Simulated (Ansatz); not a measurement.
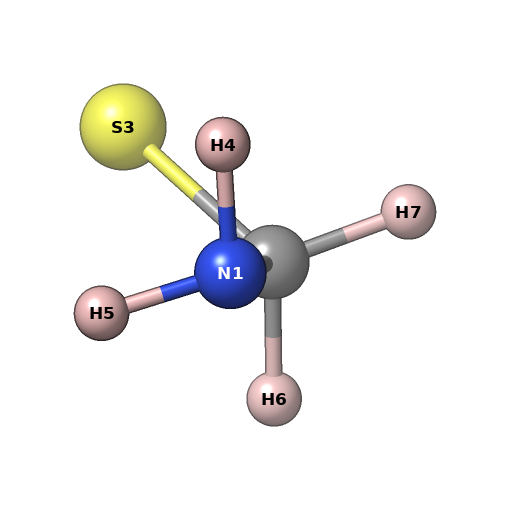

C2 lies behind N1. The molecule seen a little off the N1–C2 bond, N1 in front. Atoms fade into the background with distance from the viewer. The species has charge −1 and is a spin singlet. Computed geometry: PBE0-D4/def2-TZVPD optimisation. No frequency run is at hand to confirm it as a minimum.

What is the torsion angle H4–N1–C2–S3? The sign is positive where the front bond must turn clockwise to cover the back bond.

−54°, synclinal (gauche).
